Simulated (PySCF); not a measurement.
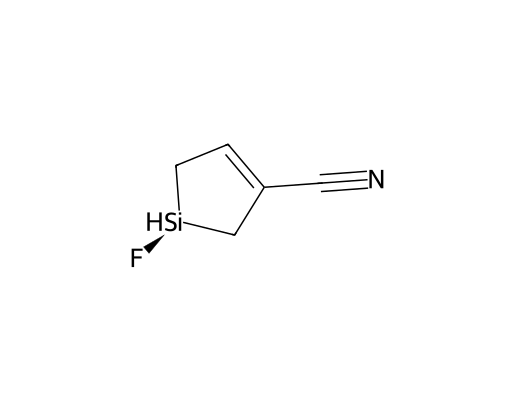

The geometry was computed by an optimisation with GFN2-xTB. No frequency run is at hand to confirm it as a minimum. Properties computed with B3LYP/def2-SVPD, gas phase (PySCF 2.14.0). Excitations: vertical, linear response.

Estimate the HOMO energy (Kohn–Sham orbital).

−7.67 eV.

Give the lowest vertical singlet excitation at this level.

6.00 eV.

Estimate the mean static polarisability.

84.5 bohr³.

Estimate the LUMO energy (Kohn–Sham orbital).

−1.57 eV.

The geometry is semi-empirical. Around Si such bond lengths and angles can be off by a tenth of an ångström or more and by several degrees, and values that hang on the shape move with them.
